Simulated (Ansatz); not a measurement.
Input

```
crystal:
  periodic: [false, false, false]
  atoms:
    - { symbol: C, position_ang: [-1.3432, 0.4234, 0.19] }
    - { symbol: "N", position_ang: [-0.0779, 0.3623, -0.4348] }
    - { symbol: C, position_ang: [0.9295, 0.5388, 0.5949] }
    - { symbol: O, position_ang: [1.4174, -0.8622, 0.5631] }
    - { symbol: Si, position_ang: [0.6477, -1.0862, -0.9384] }
    - { symbol: H, position_ang: [-1.53, -0.1907, 1.0314] }
    - { symbol: H, position_ang: [-1.5437, 1.4956, 0.5271] }
    - { symbol: H, position_ang: [-2.1339, 0.2585, -0.5638] }
    - { symbol: H, position_ang: [0.6269, 0.8485, 1.6533] }
    - { symbol: H, position_ang: [1.7997, 1.199, 0.3538] }
    - { symbol: H, position_ang: [-0.3414, -2.188, -0.936] }
    - { symbol: H, position_ang: [1.6258, -0.8542, -2.0064] }
basis:
  gaussian: { orbitals: "6-31G" }
hamiltonian:
  xc: pbe
  dispersion: d4
relax:
  f_tol: 0.02
  max_steps: 40
scf:
  lower_state_search: "off"
output:
  orbitals: {}
```

Run with:

```sh
ansatz run input.yaml --threads 1 --pin off --max-ram 2048MiB --backend cpu --events-out ev --progress --plain --runs-dir out
```

The fields are those of the relaxed geometry.

Computed with Ansatz 0.2.0, RKS PBE-D4/6-31G.

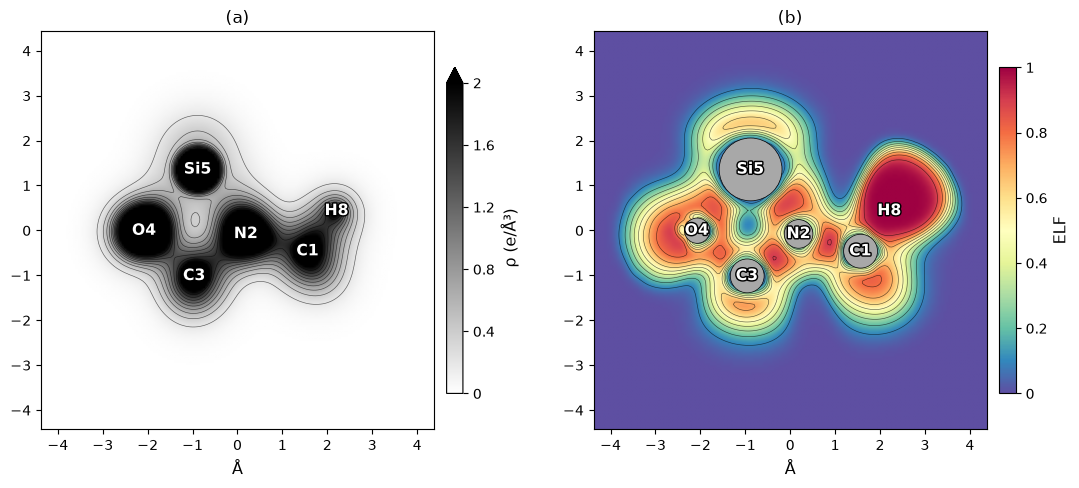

C2H7NOSi (SMILES CN1CO[SiH2]1). (a) total electron density; (b) electron localisation function on the plane of atoms C3, O4 and Si5. Grey discs cover the atomic cores in the ELF map.

**Interpret the plot.**

The plane passes through C, N, O, Si and H nuclei. C–N (1.45 Å): ρ at the midpoint is about 1.8 e/Å³; the ELF peaks at about 0.90 between the atoms; a shared electron pair. C–O (1.50 Å): ρ at the midpoint is about 1.5 e/Å³; the ELF peaks at about 0.80 between the atoms: a polar covalent bond. Si–N (1.79 Å): ρ is about 0.84 e/Å³ halfway; the ELF peaks at about 0.85 between the atoms, as expected for a shared but strongly polarised pair. Si–O (1.81 Å): ρ is about 0.76 e/Å³ halfway; the ELF peaks at about 0.85 between the atoms; a shared but strongly polarised pair. C–H (1.10 Å): ρ at the midpoint is about 1.8 e/Å³; the ELF climbs to about 1 towards the hydrogen, as it does in any bond to H (an ordinary covalent bond to hydrogen). The ELF also peaks beside O4, away from the bonds: lone-pair regions.
